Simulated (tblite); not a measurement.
## C$_{3}$H$_{10}$F$_{2}$OSi$_{2}$: geometry relaxation (part 1 of 2)

- system: C$_{3}$H$_{10}$F$_{2}$OSi$_{2}$
- method: GFN2-xTB geometry optimisation, gas phase (tblite 0.8.0)

It belongs to a series of runs on one base structure; here: constitutional isomer.

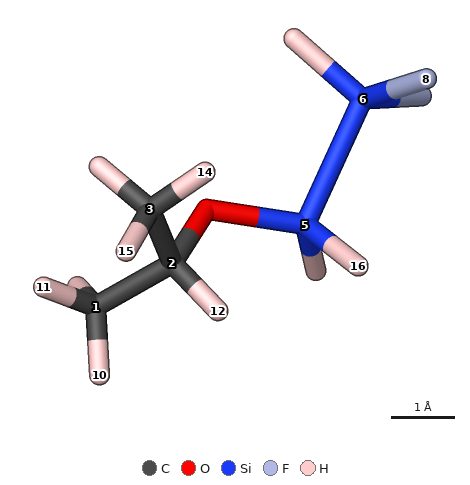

**Figure 1.** The structure as given in the input (stick view, seen at a tilt; atoms are numbered from 1 in the order of the input).

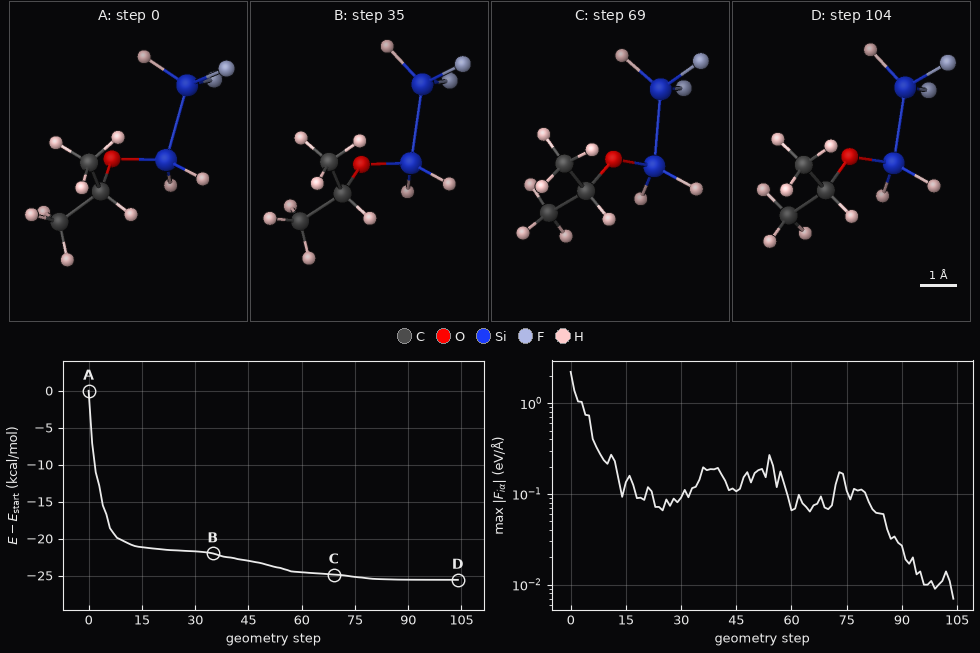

**Figure 2.** Frames of the relaxation (ball-and-stick view, seen at a tilt) above the curves, on which the letters mark them (steps are counted from 0).

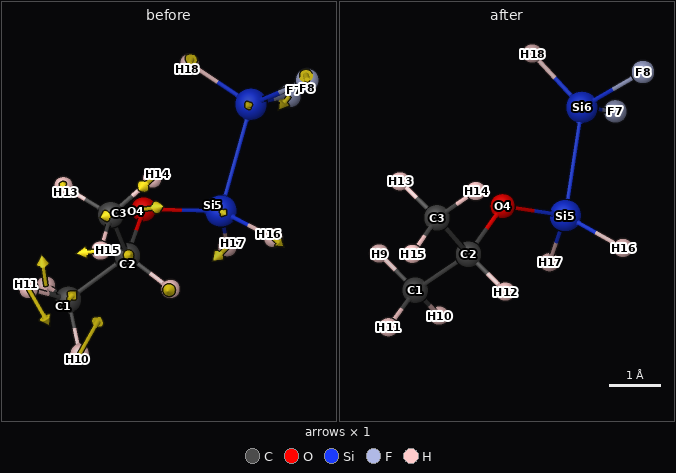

**Figure 3.** Before (left) and after (right) the relaxation, at one scale (ball-and-stick view, seen at a tilt). The yellow arrows give the displacements, at true length. The largest move after the best rigid fit is that of H10, 1.45 Å. Largest moves by element: H 1.45 Å, O 0.64 Å, F 0.59 Å, C 0.34 Å, Si 0.22 Å. Among the contacts that change: Si6–F8 1.708 → 1.607 Å, Si6–F7 1.691 → 1.608 Å, O4–Si5 1.666 → 1.614 Å, Si5–Si6 2.230 → 2.274 Å. Among the angles that change: Si5–Si6–H18 107.0° → 128.1°, C2–O4–Si5 118.5° → 129.8°, Si6–Si5–H16 105.4° → 115.9°. The energy falls by 25.6 kcal/mol in 104 geometry steps. The largest force component goes from 2.2 to 0.007 eV/Å. (Atoms are counted from 1 in the order of the input.)

The input and output of the run follow.

The input
```
{"job": {"kind": "relax", "xc": "GFN2-xTB", "basis": "xTB"}, "charge": 0, "multiplicity": 1}
C     -2.153700     0.487800    -1.095000
C     -1.107400    -0.220300    -0.310200
C     -1.645900    -0.485500     1.094600
O      0.056200     0.498800    -0.135900
Si     1.488700    -0.162400    -0.671900
Si     3.076100     0.431100     0.778200
F      4.497400     0.903300    -0.006900
F      3.440600    -0.927100     1.747400
H     -1.826900     1.505800    -1.388800
H     -2.533000    -0.117600    -1.935500
H     -3.039600     0.619900    -0.418500
H     -0.901400    -1.177300    -0.803900
H     -1.933900     0.516800     1.506000
H     -0.862700    -0.942600     1.737300
H     -2.543900    -1.109500     0.993100
H      1.513800    -1.628900    -0.699900
H      1.938100     0.294200    -1.992600
H      2.528900     1.519900     1.590800
```

The first line tells a small driver script what to run in tblite; the rest is the geometry in Å.

Command:
```bash
OMP_NUM_THREADS=1 python <driver script> task.json out
```

What the program printed
```
step      E/eV     max force
  0    -780.01071    2.439
  1    -780.31910    1.560
  2    -780.48869    1.164
  3    -780.56787    1.184
  4    -780.68337    0.980
  5    -780.73524    0.934
  6    -780.81657    0.474
  7    -780.84614    0.373
  8    -780.87331    0.294
  9    -780.88328    0.278
 10    -780.89382    0.245
 11    -780.90406    0.287
 12    -780.91374    0.247
 13    -780.92127    0.217
 14    -780.92561    0.121
 15    -780.92806    0.154
 16    -780.93056    0.170
 17    -780.93314    0.137
 18    -780.93549    0.102
 19    -780.93752    0.095
 20    -780.93950    0.101
 21    -780.94167    0.150
 22    -780.94382    0.134
 23    -780.94532    0.086
 24    -780.94623    0.080
 25    -780.94711    0.083
 26    -780.94831    0.114
 27    -780.94960    0.095
 28    -780.95066    0.092
 29    -780.95151    0.085
 30    -780.95253    0.101
 31    -780.95403    0.129
 32    -780.95596    0.116
 33    -780.95812    0.122
 34    -780.96077    0.127
 35    -780.96472    0.208
 36    -780.97066    0.271
 37    -780.97770    0.245
 38    -780.98352    0.204
 39    -780.98678    0.206
 40    -780.98889    0.225
 41    -780.99257    0.186
 42    -780.99798    0.167
 43    -781.00122    0.149
 44    -781.00430    0.157
 45    -781.00775    0.135
 46    -781.01177    0.135
 47    -781.01579    0.174
 48    -781.01906    0.221
 49    -781.02400    0.182
 50    -781.03011    0.186
 51    -781.03566    0.190
 52    -781.04156    0.197
 53    -781.04641    0.188
 54    -781.04972    0.326
 55    -781.05674    0.205
 56    -781.06248    0.149
 57    -781.06997    0.187
 58    -781.07214    0.139
 59    -781.07356    0.095
 60    -781.07528    0.069
 61    -781.07658    0.072
 62    -781.07846    0.111
 63    -781.07983    0.087
 64    -781.08123    0.083
 65    -781.08248    0.075
 66    -781.08387    0.087
 67    -781.08546    0.105
 68    -781.08717    0.097
 69    -781.08865    0.090
 70    -781.08996    0.082
 71    -781.09148    0.085
 72    -781.09368    0.128
 73    -781.09663    0.179
 74    -781.09984    0.174
 75    -781.10248    0.113
 76    -781.10469    0.116
 77    -781.10638    0.115
 78    -781.10916    0.137
 79    -781.11163    0.138
 80    -781.11358    0.106
 81    -781.11466    0.100
 82    -781.11546    0.083
 83    -781.11608    0.072
 84    -781.11670    0.075
 85    -781.11721    0.062
 86    -781.11780    0.044
 87    -781.11830    0.041
 88    -781.11861    0.035
 89    -781.11879    0.033
 90    -781.11893    0.029
 91    -781.11906    0.021
 92    -781.11915    0.020
 93    -781.11922    0.020
 94    -781.11928    0.015
 95    -781.11934    0.015
 96    -781.11939    0.013
 97    -781.11942    0.012
 98    -781.11945    0.013
 99    -781.11949    0.011
100    -781.11952    0.010
101    -781.11955    0.012
102    -781.11957    0.014
103    -781.11959    0.012
104    -781.11961    0.010
```

Trajectory as extended XYZ (Å, eV, eV/Å), 12 of the 105 frames kept, from step=0 to step=104
```
18
Properties=species:S:1:pos:R:3:forces:R:3 step=0 energy=-780.01071
C    -2.1537    0.4878   -1.0950   -1.8950   1.0710  -0.2240
C    -1.1074   -0.2203   -0.3102   -0.2670  -1.1520   0.8210
C    -1.6459   -0.4855    1.0946   -0.1610   0.3680   0.4420
O     0.0562    0.4988   -0.1359    2.2210  -0.3450  -0.9470
Si    1.4887   -0.1624   -0.6719   -0.3080   0.3000  -0.1160
Si    3.0761    0.4311    0.7782    1.2590  -0.4500   0.6800
F     4.4974    0.9033   -0.0069   -1.6190  -0.6420   1.2000
F     3.4406   -0.9271    1.7474   -0.1150   1.9020  -1.1080
H    -1.8269    1.5058   -1.3888   -0.1680  -0.7840  -0.1190
H    -2.5330   -0.1176   -1.9355    0.4670   0.5770   0.1310
H    -3.0396    0.6199   -0.4185    0.5590   0.1750  -0.7100
H    -0.9014   -1.1773   -0.8039    0.1390  -0.0970   0.0790
H    -1.9339    0.5168    1.5060    0.2720  -0.9700  -0.0520
H    -0.8627   -0.9426    1.7373   -0.7180   0.2080  -0.4140
H    -2.5439   -1.1095    0.9931    0.4100   0.0820   0.4230
H     1.5138   -1.6289   -0.6999   -0.4190  -0.0750  -0.1720
H     1.9381    0.2942   -1.9926   -0.4630  -0.0320  -0.2030
H     2.5289    1.5199    1.5908    0.8050  -0.1360   0.2880
18
Properties=species:S:1:pos:R:3:forces:R:3 step=9 energy=-780.88328
C    -2.1902    0.5187   -1.1048    0.1280  -0.0820  -0.0160
C    -1.1370   -0.2649   -0.2993   -0.0310   0.0340  -0.0390
C    -1.6394   -0.4891    1.1276    0.0080  -0.0230  -0.0700
O     0.1058    0.4069   -0.2741   -0.1140  -0.0940   0.0360
Si    1.5280   -0.2009   -0.7647    0.1350   0.1040   0.2200
Si    3.0070    0.4924    0.8362   -0.0150   0.0560  -0.0090
F     4.4158    0.8418    0.1453   -0.0740   0.1010  -0.0420
F     3.5332   -0.7467    1.7204   -0.1210   0.0840   0.0470
H    -1.8040    1.4800   -1.4304    0.1430  -0.0180   0.0740
H    -2.4889   -0.0394   -1.9852   -0.0250  -0.0100  -0.0700
H    -3.0686    0.6976   -0.4927   -0.0390   0.0270  -0.0310
H    -0.9496   -1.2377   -0.7740   -0.2360   0.0080   0.0560
H    -1.9141    0.4625    1.5768    0.0790  -0.0120   0.0310
H    -0.8882   -0.9721    1.7481    0.0560   0.0310  -0.0780
H    -2.5188   -1.1268    1.0861   -0.0130   0.0030   0.0510
H     1.4181   -1.6766   -0.7845    0.0470   0.0940  -0.1380
H     1.8332    0.2814   -2.1244   -0.0620  -0.1190   0.0450
H     2.7489    1.5791    1.7820    0.1340  -0.1820  -0.0650
18
Properties=species:S:1:pos:R:3:forces:R:3 step=19 energy=-780.93752
C    -2.1816    0.5237   -1.1197    0.0370  -0.0050  -0.0500
C    -1.1783   -0.2975   -0.2994    0.0420   0.0430  -0.0230
C    -1.6452   -0.4961    1.1380    0.0040  -0.0370  -0.0190
O     0.0744    0.3505   -0.2623    0.0510  -0.0230   0.0000
Si    1.5184   -0.1974   -0.7435    0.0330  -0.0410  -0.0040
Si    3.0027    0.5187    0.8435   -0.0910   0.0200  -0.0160
F     4.3837    0.8952    0.1119   -0.0460  -0.0290   0.0000
F     3.4914   -0.7161    1.7532    0.0190   0.0110  -0.0460
H    -1.7265    1.4656   -1.4126    0.0170   0.0360   0.0770
H    -2.4643   -0.0018   -2.0260   -0.0350  -0.0280  -0.0290
H    -3.0787    0.7328   -0.5411    0.0550   0.0010  -0.0410
H    -1.0325   -1.2811   -0.7661   -0.0690   0.0350   0.0330
H    -1.8711    0.4629    1.5995    0.0320  -0.0310  -0.0190
H    -0.8562   -0.9834    1.7043   -0.0120  -0.0190   0.0620
H    -2.5306   -1.1237    1.1495   -0.0580   0.0070   0.0440
H     1.4584   -1.6701   -0.8506    0.0440   0.0100   0.0310
H     1.7995    0.2501   -2.1198   -0.0110   0.0440   0.0390
H     2.8278    1.5740    1.8294   -0.0120   0.0060  -0.0380
18
Properties=species:S:1:pos:R:3:forces:R:3 step=28 energy=-780.95066
C    -2.1559    0.5340   -1.1274   -0.0190  -0.0110   0.0030
C    -1.1909   -0.3213   -0.2957    0.0030   0.0310   0.0010
C    -1.6535   -0.5033    1.1470   -0.0260  -0.0320  -0.0030
O     0.0726    0.2961   -0.2446    0.0250  -0.0250  -0.0100
Si    1.5165   -0.2194   -0.7437    0.0480  -0.0070   0.0050
Si    2.9700    0.5340    0.8404    0.0140   0.0190   0.0050
F     4.3355    0.9005    0.0775    0.0290   0.0210  -0.0060
F     3.4849   -0.7045    1.7294    0.0200   0.0150   0.0270
H    -1.6773    1.4777   -1.3784   -0.0040  -0.0230   0.0420
H    -2.4292    0.0309   -2.0502    0.0310   0.0140  -0.0280
H    -3.0647    0.7444   -0.5717   -0.0100   0.0150   0.0210
H    -1.0810   -1.3076   -0.7674    0.0120   0.0350   0.0650
H    -1.8341    0.4656    1.6068   -0.0030  -0.0150  -0.0230
H    -0.8767   -1.0136    1.7113    0.0060  -0.0120   0.0100
H    -2.5583   -1.1004    1.1850   -0.0890   0.0160  -0.0140
H     1.5273   -1.6905   -0.8500   -0.0050  -0.0080  -0.0300
H     1.7878    0.2841   -2.0988   -0.0120  -0.0140  -0.0400
H     2.8182    1.5996    1.8188   -0.0200  -0.0190  -0.0240
```
